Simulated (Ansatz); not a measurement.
# CAM-B3LYP/3-21G run of AlH (SMILES [AlH])

Aim: the electronic atomisation energy of AlH at CAM-B3LYP/3-21G, from 3 runs. 

The results are computed with Ansatz 0.2.0.

**1. Starting point**

The species is AlH (2 atoms), typed as a singlet with charge 0. As SMILES, `[AlH]`. The shape comes from GFN2-xTB, which is rough for such elements, and wasn't checked as a minimum.

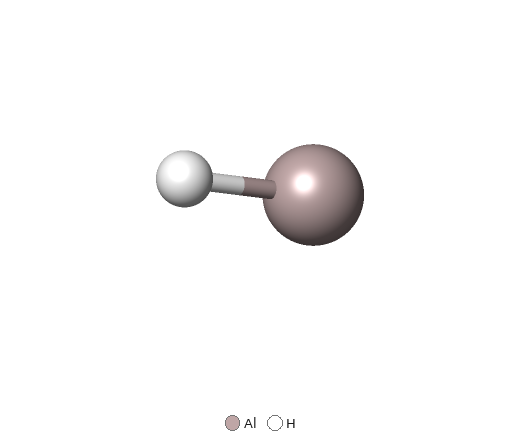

Viewed from a chosen angle; aluminium light grey, hydrogen white.

**2. A single-point energy at CAM-B3LYP/3-21G**

File run.yaml:

```yaml
crystal:
  periodic: [false, false, false]
  atoms:
    - symbol: Al
      position_ang: [0.000000, 0.000000, 0.000000]
    - symbol: H
      position_ang: [0.000000, 0.000000, 1.613470]
basis:
  gaussian: {orbitals: 3-21G.json}
accuracy: high
magnetization: {spin_polarized: false, initial_magnetization: 0}
hamiltonian: {xc: {name: CAM-B3LYP}}
```

The basis set 3-21G is read from a file made from the Basis Set Exchange's data (not shown).

On the command line:

```bash
ansatz run run.yaml --threads 1 --pin off --max-ram 2610MiB --events-out events.jsonl --progress --plain --runs-dir runs
```

Log:

```text
Warning: RAYON_NUM_THREADS=1 ignored (pool sized by the plan → 1); use --threads N
Functional definition: CAM-B3LYP
  name "CAM-B3LYP"
  parameter alpha = 0.19
  parameter beta = 0.46
  parameter omega = 0.33/bohr
  parameter ac = 0.81
  exchange = (1 - alpha - beta)*b88_x + beta*b88_x_sr(omega) + alpha*exact_x + beta*exact_x_lr(omega)
  correlation = (1 - ac)*vwn5_c + ac*lyp_c
280 factors; integrals over basis functions are off by at most 2.6e-9 eV
132 factors; integrals over basis functions are off by at most 1.8e-9 eV
mean field evaluation 1: about -6574.6830 eV, gradient 6.9e0 eV
mean field evaluation 2: about -6574.9135 eV, gradient 1.9e0 eV
mean field evaluation 4: about -6574.9312 eV, gradient 1.5e-1 eV
mean field evaluation 8: about -6574.9306 eV, gradient 2.0e-3 eV
mean field evaluation 16: about -6574.9306 eV, gradient 1.2e-8 eV
mean field -6574.93057219 eV, -241.6242418799 hartree, gradient 1.2e-8 eV, S^2 0.000000; 0 other end points of the search recorded, 0 dependent functions left out
reference -6574.93058471 eV, -241.6242423402 hartree; 7, 7 occupied and 8, 8 virtual orbitals, 280 factors
Total energy: -6574.93058471 eV, -241.6242423402 hartree
```

It took 0.85 s on 1 thread of Intel Xeon Platinum 8259CL at 2.50GHz (Skylake/Cascade Lake), shared host; peak memory 0.096 GiB.

**3. The Al atom, same level**

File molecule.yaml:

```yaml
crystal:
  periodic: [false, false, false]
  atoms:
    - symbol: Al
      position_ang: [0.000000, 0.000000, 0.000000]
basis:
  gaussian:
    orbitals: 3-21G.json
magnetization:
  spin_polarized: true
  initial_magnetization: 1
hamiltonian:
  xc: {name: CAM-B3LYP}
accuracy: high
```

The basis set 3-21G is read from a file made from the Basis Set Exchange's data (not shown).

On the command line:

```bash
ansatz run molecule.yaml --threads 1 --pin off --max-ram 2610MiB --events-out events.jsonl --progress --plain --runs-dir runs
```

Log, shortened:

```text
Warning: RAYON_NUM_THREADS=1 ignored (pool sized by the plan → 1); use --threads N
[... 8 set-up lines as earlier in the session ...]
79 factors; integrals over basis functions are off by at most 3.2e-9 eV
41 factors; integrals over basis functions are off by at most 2.1e-9 eV
mean field evaluation 1: about -6558.5438 eV, gradient 9.6e-1 eV
mean field evaluation 2: about -6558.5642 eV, gradient 2.8e-1 eV
mean field evaluation 4: about -6558.5634 eV, gradient 2.2e-2 eV
mean field evaluation 8: about -6558.5634 eV, gradient 5.1e-5 eV
mean field evaluation 16: about -6558.5634 eV, gradient 6.1e-9 eV
mean field -6558.56335768 eV, -241.0227578408 hartree, gradient 6.1e-9 eV, S^2 0.750009; 0 other end points of the search recorded, 0 dependent functions left out
reference -6558.56336796 eV, -241.0227582185 hartree; 7, 6 occupied and 6, 7 virtual orbitals, 79 factors
Total energy: -6558.56336796 eV, -241.0227582185 hartree
```

Run time: 0.97 s. Hardware: 1 thread of Intel Xeon Platinum 8259CL at 2.50GHz (Skylake/Cascade Lake), shared host; peak memory 0.1 GiB.

**4. The H atom**

File molecule.yaml:

```yaml
crystal:
  periodic: [false, false, false]
  atoms:
    - {symbol: H, position_ang: [0.000000, 0.000000, 0.000000]}
basis:
  gaussian: {orbitals: 3-21G.json}
magnetization: {spin_polarized: true, initial_magnetization: 1}
hamiltonian: {xc: {name: CAM-B3LYP}}
accuracy: high
```

The basis set 3-21G is read from a file made from the Basis Set Exchange's data (not shown).

Run the same way, it converges to -0.49377 Eh (log not shown).

**5. Outcome**

At CAM-B3LYP/3-21G:

| quantity | value |
| --- | --- |
| molecule: total energy | -241.62424 Eh |
| Al atom: total energy | -241.02276 Eh |
| Al atom: ⟨S²⟩ | 0.750 |
| H atom: total energy | -0.49377 Eh |
| H atom: ⟨S²⟩ | 0.750 |
| electronic atomisation energy | 2.931 eV |

In words: Taking the molecule apart into free atoms costs 2.93 eV (283 kJ/mol), before zero-point energy and without spin-orbit coupling.
